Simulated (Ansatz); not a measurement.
Consider KP4Ru.

Input file:

```
crystal:
  lattice:
    - [4.3263707667, 0.0, 0.0]
    - [0.0, 4.3263707667, 0.0]
    - [0.0, 0.0, 7.4001101479]
  atoms:
    - { symbol: K, position: [0.0, 0.0, 0.0] }
    - { symbol: P, position: [0.5, 0.0, 0.3472539912] }
    - { symbol: P, position: [0.0, 0.5, 0.6527460088] }
    - { symbol: P, position: [0.5, 0.0, 0.6527460088] }
    - { symbol: P, position: [0.0, 0.5, 0.3472539912] }
    - { symbol: Ru, position: [0.5, 0.5, 0.5] }
basis:
  ecutwfc: 420
kpoints:
  mp_grid: { grid: [10, 10, 6] }
hamiltonian:
  xc: pbe
scf:
  occupations: { method: gaussian, width: 0.1 }
output:
  forces: true
  stress: true
  eigenvalues: true
  write_density: true
  write_potential: true
  elf: true
  volumetric_format: npy
relax:
  adjacent_minimum: "off"
  f_tol: 0.01
  max_steps: 80
  cell: { stress_tol: 0.05 }
```

Launched as:

```sh
ansatz run input.yaml --threads 1 --pin off --max-ram 2048MiB --backend cpu --events-out ev --progress --plain --runs-dir out
```

Below, planes, directions and counts refer to the conventional cell (a = 3.67 Å, b = 3.67 Å, c = 8.79 Å, α = 90.00°, β = 90.00°, γ = 90.00°).

The fields are those of the relaxed geometry.

Space group P4/mmm; a structure generated by program, which may or may not match a known phase; computed without spin polarisation.

Computed with Ansatz, DFT PBE, scalar-relativistic, plane waves, PAW.

Q: What can the converged valence pseudo-density and electron localisation function tell about the bonding?

A: P–Ru (2.45 Å): ρ at the midpoint is about 0.53 e/Å³; the ELF peaks at about 0.80 in the valence shell of P, 0.8 Å from its nucleus, and is about 0.40 at the midpoint.

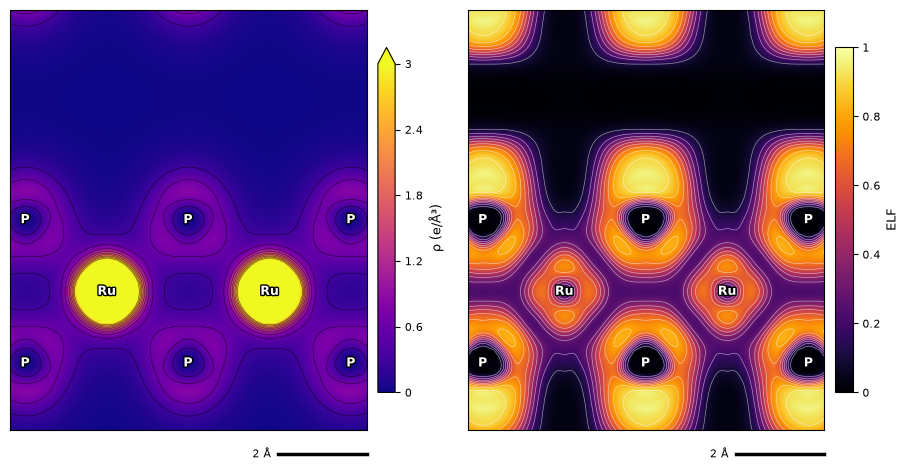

Computed valence pseudo-density and electron localisation function on the (010) plane of the conventional cell, in this order. 
